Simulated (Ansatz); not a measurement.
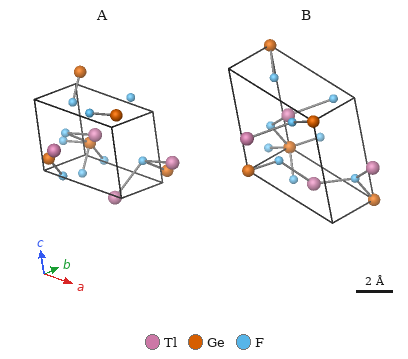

Two geometries of solid Tl2GeF4 (built on the Al2ZnS4-82 type type), drawn at one scale. One is the start of a relaxation, the other its converged end. A ball-and-stick model of the cell of the calculation, reduced to other axes, seen slightly off an axis. Lengths and directions refer to the drawn axes.

The calculation used DFT, PBEsol, plane waves, PAW in Ansatz 0.2.0. Settings: plane-wave cutoff 420 eV; k-point mesh 4 × 4 × 4; occupations fermi dirac; smearing width 0.05 eV; no spin polarisation; cell and atoms relaxed; force threshold 0.01 eV/Å; at most 120 steps.

Question: Which geometry has the lower energy?

Answer: Structure A is the relaxed one. Case: shaken. After 59 accepted moves (68 points after the start) the energy has fallen by 2.011 eV per cell of the calculation. The largest force component goes from 1.7 to 0.0019 eV/Å. Pressure: 1.08 GPa at the start and 0.01 GPa at the end. The line search rejected the trial steps at points 37, 45, 62 of the run. At 6 points the geometry stayed and the basis and grid were re-selected for the new cell (energy shift of 20.8 meV per cell of the calculation at most each time). The largest move relative to the cell is that of a Tl atom, 1.37 Å along [1 −1 −2]. Largest moves by element: Tl 1.37 Å, F 1.33 Å, Ge 0.73 Å. The drawn cell changes as follows: a 5.806 → 4.842 Å (−16.6 %), b 5.957 → 5.847 Å (−1.8 %), c 7.143 → 5.949 Å (−16.7 %), α 113.2° → 126.8°, β 113.1° → 95.1°, γ 91.1° → 87.3°; the volume changes by −34.3 %. Some distances before and after: F–Tl 4.209 → 2.533 Å, F–Tl 2.652 → 3.255 Å, F–Ge 2.313 → 1.844 Å, F–Tl 2.754 → 3.135 Å. Bond angles that change, for instance: F–Ge–F 123.2° → 161.0°, F–Ge–F 112.6° → 81.2°, F–Ge–F 109.3° → 84.8°. The space group stays P1 (No. 1).
